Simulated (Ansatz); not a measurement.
# CH₈Si₂ (SMILES [SiH3]C[SiH3]): what the fields show

```xyz
11

C    -1.3868   -0.6776   -1.2513
Si   -0.1762   -1.7353   -0.2670
Si   -2.8030    0.0702   -0.2571
H     0.8987   -2.2667   -1.1458
H     0.4514   -0.9285    0.8117
H    -0.8863   -2.8819    0.3569
H    -0.8309    0.1343   -1.7328
H    -1.8090   -1.2878   -2.0571
H    -3.6967    0.8747   -1.1311
H    -2.2691    0.9526    0.8128
H    -3.6076   -1.0051    0.3792
```

Geometry: B3LYP-D3(BJ)/6-311G**.

The calculation used Ansatz, isolated molecule in a Gaussian basis; Kohn-Sham density functional theory, functional PBE0.

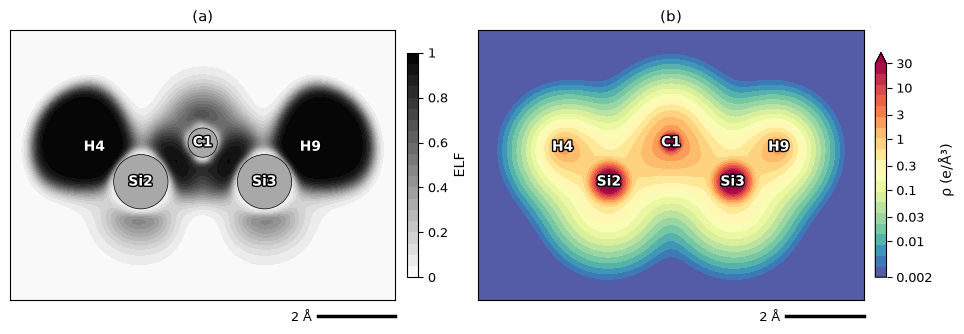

Figure 1. (a) electron localisation function; (b) total electron density on the plane of atoms C1, Si2 and H4. Grey discs cover the atomic cores in the ELF map.

What does the map show?

Answer. The plane passes through C, Si and H nuclei. C–Si (1.88 Å): ρ is about 0.92 e/Å³ halfway; the ELF peaks at about 0.95 between the atoms (localised, covalent bonding). Si–H (1.49 Å): ρ at the midpoint is about 0.8 e/Å³; the ELF climbs to about 1 towards the hydrogen, as it does in any bond to H.

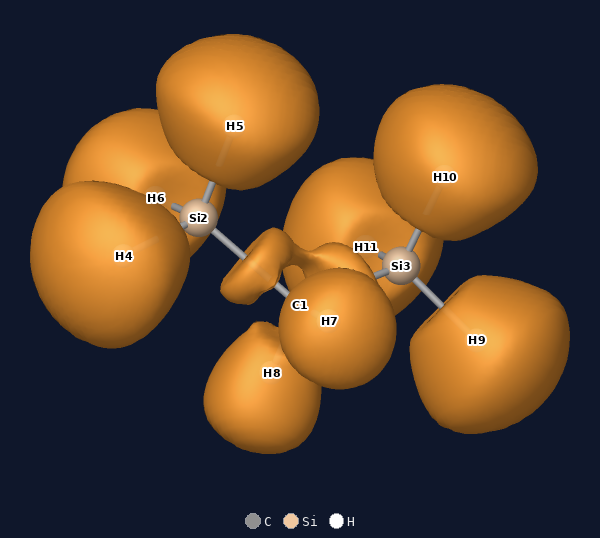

Figure 2. Isosurface of the electron localisation function at 0.8 (orange), seen at a tilt. Only the valence region is drawn (cores and ρ < 0.01 e/Å³ removed).

Where are the electrons localised?

Answer. At this value the surface marks out eight regions around hydrogen nuclei and one region on C in which the atom's valence shell and bonds are merged. Profiles from the grid: C–H (1.10 Å): the ELF climbs to about 1 towards the hydrogen (a covalent bond by its length).

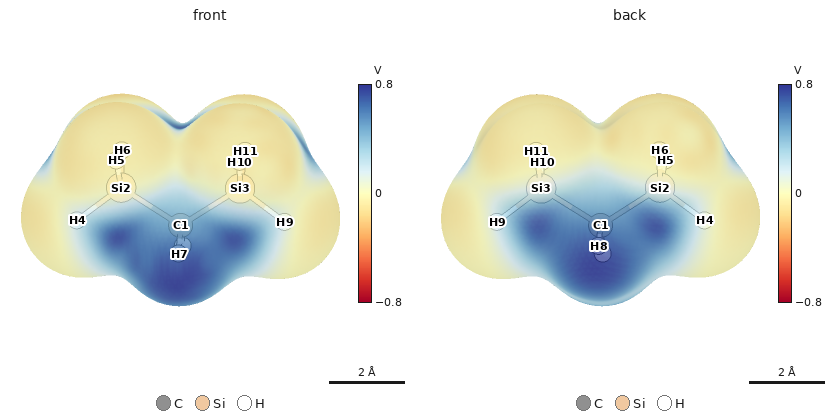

Figure 3. The electrostatic potential painted on the density surface at 0.001 e/bohr³, seen from the front and from behind; the colour scale runs from red (negative) to blue (positive).

Where is the surface potential most negative and most positive?

Answer. The most negative region (about −0.1 V) lies over the H atoms, the most positive (about +0.8 V) over Si2, Si3, H7 and H8.

How polar is the molecule by this calculation?

Answer. Its dipole moment is 0.85 D.
